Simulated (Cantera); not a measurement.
A closed system holds: 1 mol SiC, 0.15 mol H2O, 830 mol H2, held at 0.100 bar.

Equilibrium computed with Cantera from the NASA thermochemical tables; the gas is ideal and each condensed phase is pure. Candidate condensed phases: C, C6H6, C7H8, C8H18, H2O, Si, SiC, SiO2; 123 gas species. Mutual solubility and eutectic melting of coexisting phases are not modelled. The tables hold silica as quartz up to 1696 K and as liquid above; real silica turns to tridymite and cristobalite and melts near 1996 K. Gases not in the tables: Si2H6 and higher silanes. Equilibrium is a limit: real reactors are often held back by kinetics, nucleation or transport.

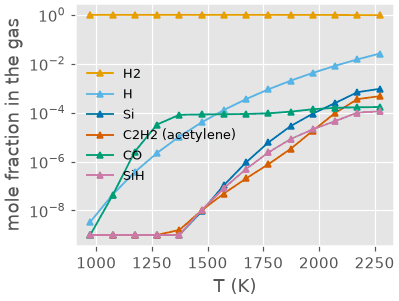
Fig. 1. Equilibrium gas composition (values under 1e-9 drawn at 1e-9)

From 973 K to 1273 K the condensed part is SiC(s) + SiO2(β-quartz). From 1373 K to 2173 K the condensed part is SiC(s). At 2273 K nothing is condensed.
